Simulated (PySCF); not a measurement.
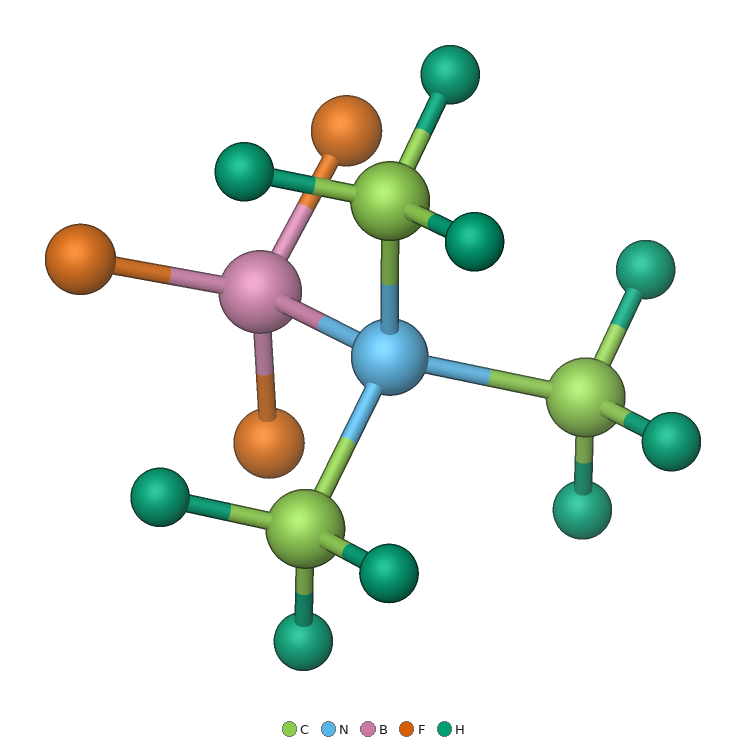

Rendered structure (ball-and-stick style).

The geometry was computed by an optimisation with PBE0-D3(BJ)/def2-TZVP. No frequency run is at hand to confirm it as a minimum.

**Count the atoms of each element.**

C₃H₉BF₃N, 17 atoms: 3 carbon, 9 hydrogen, 1 boron, 3 fluorine and 1 nitrogen.

**Which point group does it belong to?**

C3v.

**How many atoms are distinct by symmetry?**

7: 3 C, 1 N, 1 B, 3 F, 3 H, 4 H, 2 H.

**Does it have rings?**

It has no ring.

More results for the same structure follow; atom numbers are the same in all pictures, views and colours differ.

## Shape

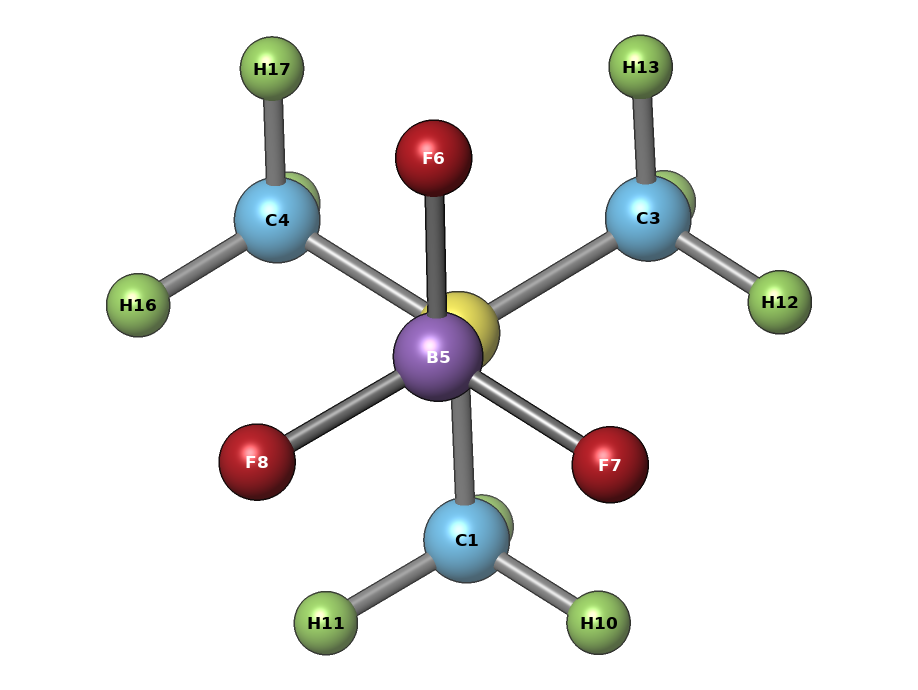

N2 lies behind B5. The molecule seen nearly along the B5–N2 bond, B5 in front. Depth is shown by fading: the farther an atom, the more it takes the colour of the background. No frequency run is at hand to confirm it as a minimum.

**What is the torsion angle F6–B5–N2–C1? The sign is positive where the front bond must turn clockwise to cover the back bond.**

179°, antiperiplanar (anti). The bonds about B5–N2 are staggered.

## NMR shielding

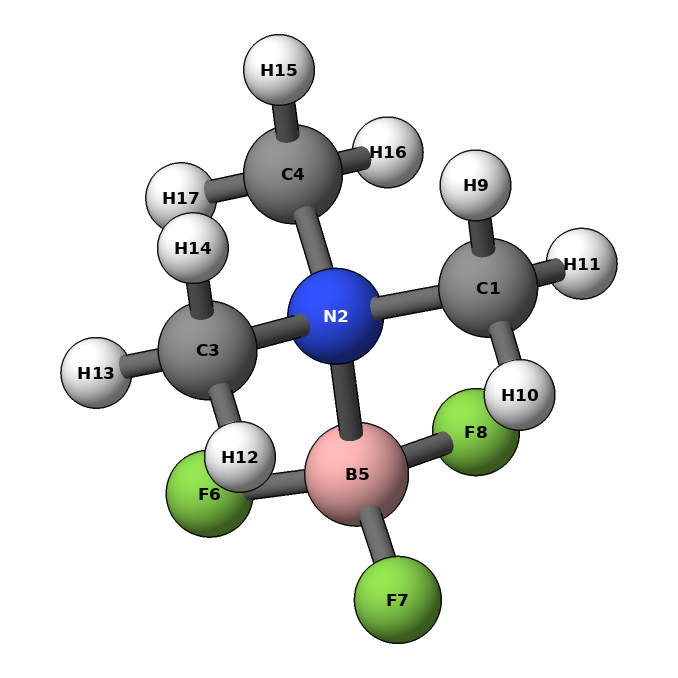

No frequency run is at hand to confirm it as a minimum. Properties computed with GIAO WP04/pcSseg-2 NMR shielding, non-relativistic, IEF-PCM chloroform (PySCF 2.14.0). Principal shieldings σ11 ≤ σ22 ≤ σ33, span Ω = σ33 − σ11, skew κ = 3(σiso − σ22)/Ω.

Give the shielding tensors of the C atoms.

```csv
atom,σ11,σ22,σ33,σiso,Ω,κ
"C1, C3, C4",102.4,102.5,171.6,125.5,69.2,1.00
```

Shieldings and span in ppm.

## Levels of theory compared

No frequency run is at hand to confirm it as a minimum. Program: PySCF 2.14.0.

Compare dipole (D) at these levels: B97-2/pcSseg-2; KT3/pcSseg-2; PBE0/pcSseg-2; WP04/pcSseg-2 in chloroform (IEF-PCM); ωB97X-D/pcSseg-2; ωB97X-D/pcSseg-2 in chloroform (IEF-PCM).

```csv
level,dipole (D)
B97-2/pcSseg-2,6.07
KT3/pcSseg-2,5.93
PBE0/pcSseg-2,6.09
WP04/pcSseg-2 in chloroform (IEF-PCM),7.22
ωB97X-D/pcSseg-2,6.12
ωB97X-D/pcSseg-2 in chloroform (IEF-PCM),7.12
```

## Quadrupole coupling

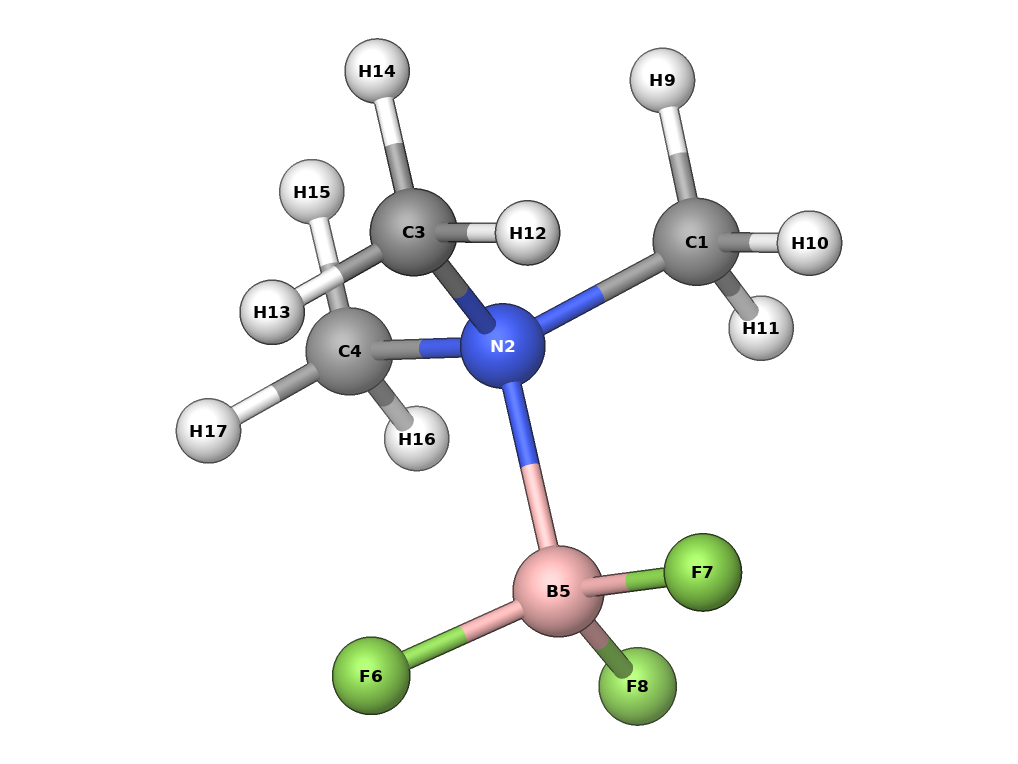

No frequency run is at hand to confirm it as a minimum. Electric field gradients from the ground-state density, PBE0/pcSseg-2 (PySCF 2.14.0), non-relativistic apart from any core potentials.

Give the largest field-gradient component, the quadrupole coupling constant and the asymmetry for 14N at N2 (Q = 20.44 mb), 11B at B5 (Q = 40.59 mb), 2H at H9 (Q = 2.86 mb), 2H at H10 (Q = 2.86 mb), 2H at H11 (Q = 2.86 mb).

```csv
atom,V_zz (a.u.),e²qQ/h (MHz),η
N2,−0.616,−2.96,0.00
B5,0.066,0.631,0.01
H9,0.277,0.186,0.08
H10,0.280,0.188,0.07
H11,0.279,0.188,0.07
```
